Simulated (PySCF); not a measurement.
## A study: C6H4, triplet, SMILES `[c]1cc[c]cc1`

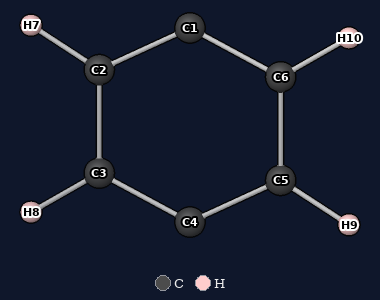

The molecule, with its atoms numbered as below. No frequency check shows the geometry to be a minimum.

Coordinates in Å:

```
C1       0.0000    1.3091    0.0000
C2      -1.2251    0.6980    0.0000
C3      -1.2251   -0.6980    0.0000
C4       0.0000   -1.3091    0.0000
C5       1.2251   -0.6980    0.0000
C6       1.2251    0.6980    0.0000
H7      -2.1475    1.2605    0.0000
H8      -2.1475   -1.2605    0.0000
H9       2.1475   -1.2605    0.0000
H10      2.1475    1.2605    0.0000
```

## 1. Bonding charge

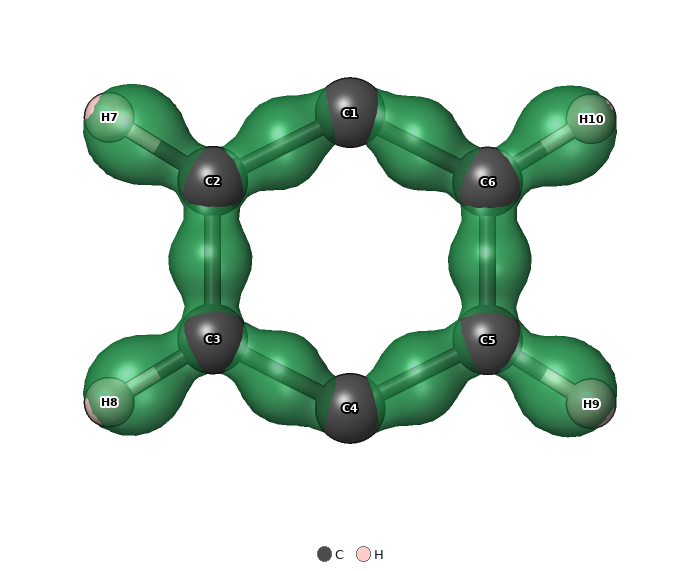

Deformation density (molecule less spherical, spin-averaged free atoms at the same positions), surfaces at ±0.2 e/Å³; green: gain, purple: loss.

PySCF calculation, PBE/cc-pVTZ, gas phase; geometry: GFN2-xTB. The stability of the open-shell solution wasn't checked. GFN2-xTB doesn't know the spin state, so this open-shell geometry is rough.

Question: Describe the bonding that the map shows.

Answer: C2–H7, C3–H8, C5–H9 and C6–H10: +0.76 e/Å³ at the bond critical point (bond length 1.08 Å, Mayer order 1.0). C1–C2, C3–C4, C4–C5 and C1–C6: +0.68 e/Å³ at the bond critical point (bond length 1.37 Å, Mayer order 1.5). C2–C3 and C5–C6: +0.60 e/Å³ at the bond critical point (bond length 1.40 Å, Mayer order 1.4). In all, 2.2 electrons gather in the regions of gain relative to the promolecule.

Question: Where do the Hirshfeld charges lie?

Answer: The highest Hirshfeld charge is on H7, H8, H9 and H10 (+0.05 e), the lowest on C2, C3, C5 and C6 (−0.05 e).

| atom | charge (e) |
| --- | --- |
| C1 | −0.01 |
| C2 | −0.05 |
| C3 | −0.05 |
| C4 | −0.01 |
| C5 | −0.05 |
| C6 | −0.05 |
| H7 | +0.05 |
| H8 | +0.05 |
| H9 | +0.05 |
| H10 | +0.05 |

## 2. Bond critical points

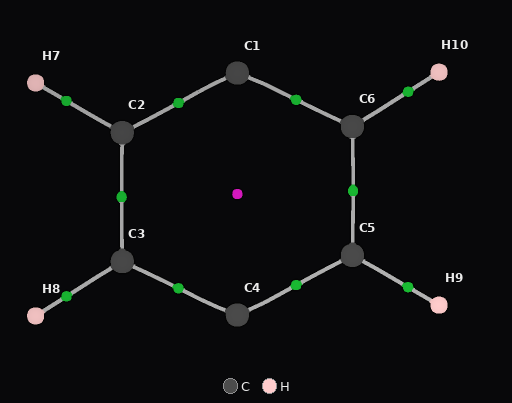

Molecular graph of the electron density (QTAIM): bond paths, bond critical points (green), ring points (magenta, if any); weak paths are dashed.

Question: How many critical points of each kind are there, and does the count close?

Answer: 10 nuclei, 10 bond, 1 ring and 0 cage critical points: 10 − 10 + 1 − 0 = 1, as the Poincaré–Hopf relation requires.

Question: Give the properties at the bond critical points.

Answer:
```
           bond  length (Å)  ρ (a.u.)  ∇²ρ (a.u.)     ε  H (a.u.)
C1–C2 (4 alike)       1.369     0.327       −1.06  0.17    −0.388
C2–C3 (2 alike)       1.396     0.307       −0.94  0.18    −0.344
C2–H7 (4 alike)       1.080     0.290       −1.13  0.02    −0.324
```

Question: What kind of interaction is C2–C3?

Answer: Shared-shell (covalent): ρ = 0.307, ∇²ρ = −0.94, H = −0.344 a.u. Its ellipticity of 0.18 shows that the density isn't cylindrical about the bond.

## 3. Local ionisation energy

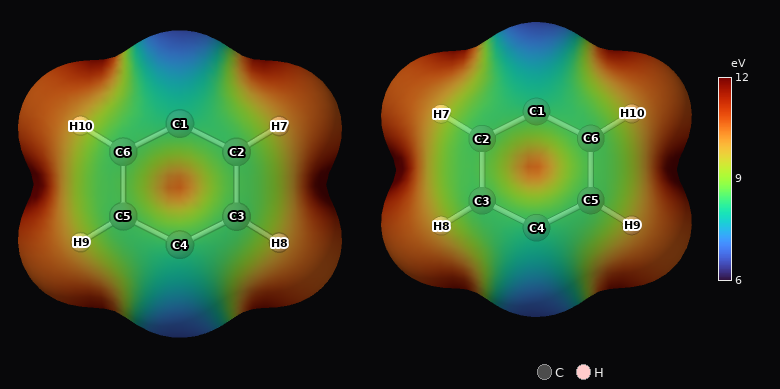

Average local ionisation energy on the surface of electron density 0.001 a.u. (back view left, front view right).

Question: Locate the minima of the map.

Answer: The lowest value is 6.7 eV, 2.0 Å from C1, and at like points elsewhere. For comparison, the highest occupied orbital lies at −5.2 eV.

Question: What volume does the surface enclose, and what is the dipole moment?

Answer: About 107 Å³; the dipole moment is 0.0 D.

## 4. Spin density

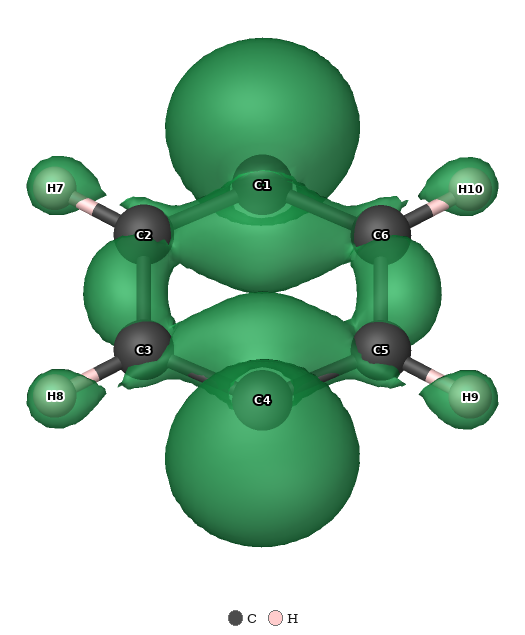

Spin density ρα − ρβ at ±0.03 e/Å³ (green: excess α, purple: excess β).

Question: How is the spin shared among the atoms?

Answer: Hirshfeld spin populations: C1 and C4 +0.76 and C2, C3, C5 and C6 +0.09. ⟨S²⟩ = 2.01, against 2.00 for a pure state.

## 5. In an electric field

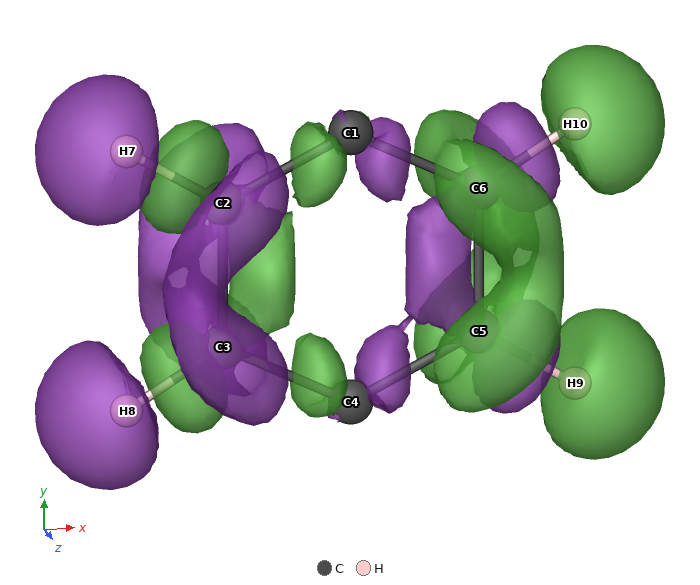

Change of the electron density in a uniform field of 0.21 V/Å, surfaces at ±0.002 e/Å³ (purple: gain, green: loss).

Computed with PySCF, BLYP/def2-TZVP, geometry: GFN2-xTB. A basis without diffuse functions makes polarisabilities too small. The stability of the open-shell solution wasn't checked. GFN2-xTB doesn't know the spin state, so this open-shell geometry is rough.

Question: Along which Cartesian direction does the field point?

Answer: Along +x: electrons gather on the −x side, against the field.

Question: How large is the response?

Answer: The induced dipole is 0.82 D (along the field); α along this axis, from the fields in both directions, is 81 bohr³ (12.0 Å³).

Question: Which atoms gain and lose the most charge?

Answer: Electrons gather most on H7 and H8 alike (Hirshfeld charge changes by −0.010 e) and leave C5 and C6 alike most (+0.009 e); 0.060 electrons are displaced in all.

The PySCF runs shown took 61 s and 2.2 min on 1 thread of Arm Neoverse V2 (shared host).
